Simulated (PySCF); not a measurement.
## Electronic structure of C$_{5}$H$_{9}$ClSSi in real space

```
atom    x (Å)    y (Å)    z (Å)
   C  -1.8921   0.2343   1.1134
   C  -1.1936   0.9966   0.2876
  Cl  -1.1138   2.7153   0.5700
   C  -0.4122   0.5732  -0.8872
   C  -0.7011  -0.7182  -1.6068
   C   0.5585  -0.5909  -0.8215
   S   0.7637  -1.5600   0.6754
  Si   2.0741  -0.2529   1.7639
   H  -1.9547  -0.8289   0.9733
   H  -2.4117   0.6472   1.9588
   H  -0.0826   1.4050  -1.4991
   H  -0.6400  -0.7291  -2.6847
   H  -1.4755  -1.3507  -1.2039
   H   1.4928  -0.4833  -1.3566
   H   2.3140  -0.9838   2.9933
   H   1.3915   1.0183   1.9545
   H   3.2756  -0.0798   0.9530
```

Geometry: GFN2-xTB.

Level of theory: PBE0/pcSseg-1, SCF density, gas phase, non-relativistic (PySCF 2.14.0).

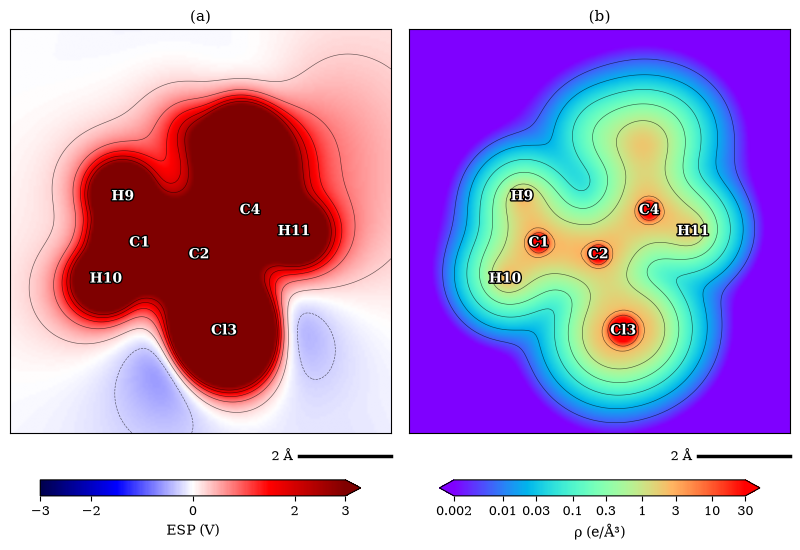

Figure 1. (a) electrostatic potential; (b) total electron density on the plane of atoms C2, C1 and H9.

Read the bonding off the picture.

Atoms in the plane: C, Cl and H.
C–C (1.32 Å): the density is about 2.3 e/Å³ at the midpoint.
C–Cl (1.74 Å): ρ is about 1.4 e/Å³ halfway.
C–H (1.07 Å): ρ is about 2.1 e/Å³ halfway.
C–C (1.47 Å): ρ is about 1.8 e/Å³ halfway.
Outside the dense part of the molecule the potential is most negative (−0.6 V) near Cl3.

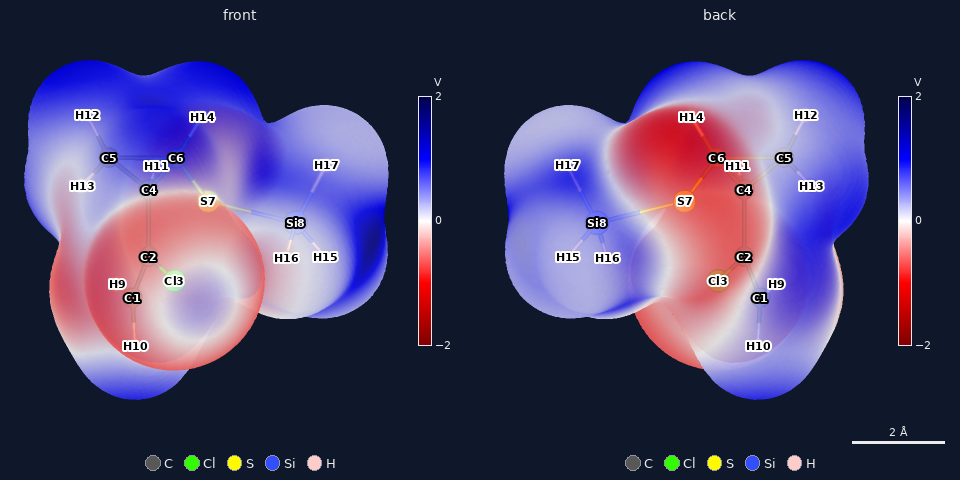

Figure 2. The molecular electrostatic potential painted on the density surface at 0.002 e/bohr³, seen from the front and from behind; the colour scale runs from red (negative) to blue (positive).

Describe the electrostatic potential map.

The most negative region (about −1.0 V, or −23 kcal/mol for a unit charge) lies over S7, the most positive (about +1.6 V, or +37 kcal/mol for a unit charge) over Si8. Cl3 shows a σ-hole: about +0.3 V, or +7 kcal/mol for a unit charge at the tip opposite its bond, against about −0.5 V, or −12 kcal/mol for a unit charge on its flanks.

How polar is the molecule by this calculation?

Its dipole moment is 1.10 D.
